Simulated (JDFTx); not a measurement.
Al(111) slab cut from bulk Al (space group Fm-3m, indices of the conventional cell, lattice of the Materials Project entry mp-134, not re-optimised): 6 atoms in 6 planes, a 1x1 cell of 7.06 Å² (|a| = 2.856, |b| = 2.856 Å), 11.7 Å between the outermost planes, cell height 27.7 Å, 8×8×1 k mesh, Fermi smearing 0.01 Ha, no spin polarisation.

All numbers are PBE, GBRV ultrasoft potentials, plane waves to 20/100 Ha results from a modified build of JDFTx, not measurements. Liquid on both sides: linear PCM (GLSSA13), water, 0.5 M KCl; nuclei fixed. The electron chemical potential μ is absolute (zero in the bulk liquid) and is turned into a potential by U = −μ/e − 4.44 V vs SHE, a convention.

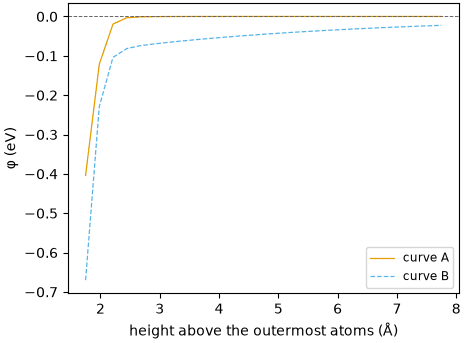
Plane-averaged electrostatic potential energy of an electron for two states of the electrode

Question: One curve is the neutral slab. Which, and what is the sign of the other's charge?

Answer: Curve A is neutral (potential of zero charge, -0.66 V). Curve B is positively charged, 12.4 μC/cm² at 0.05 V.
